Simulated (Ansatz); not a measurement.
## Profile along the Ti–Ti line in TiAl (CuAu type, space group P4/mmm)

TiAl (CuAu type, space group P4/mmm)

```xyz
2
Lattice="2.8129 0.0000 0.0000 0.0000 2.8129 0.0000 0.0000 0.0000 4.0584" Properties=species:S:1:pos:R:3 pbc="T T T"
Al     1.4065     1.4065     2.0292
Ti     0.0000     0.0000     0.0000
```

Fields along a shortest Ti–Ti line of a (010) plane (2.81 Å), from Ti to Ti, interpolated on the slice's grid (step about 0.1 Å). Level of theory: r2SCAN (plane waves to 500 eV, PAW, scalar-relativistic; Ansatz, a program for electronic structure). k mesh 16×16×12. Near the nuclei the fields are pseudised (PAW); where an atom keeps semicore shells as valence, they peak there. TiAl is run without spin polarisation. TiAl was relaxed with its symmetry unable to fall.

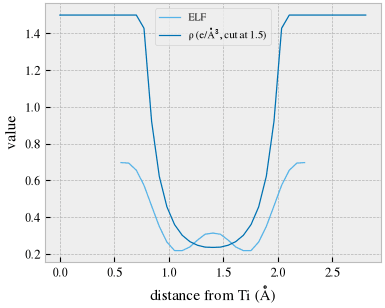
Fig. 1. ELF (away from the nuclei) and valence density from Ti to Ti.

Density on the Ti–Ti line (2.81 Å) at its midpoint: 0.24 e/Å³. ELF at that point: 0.3.
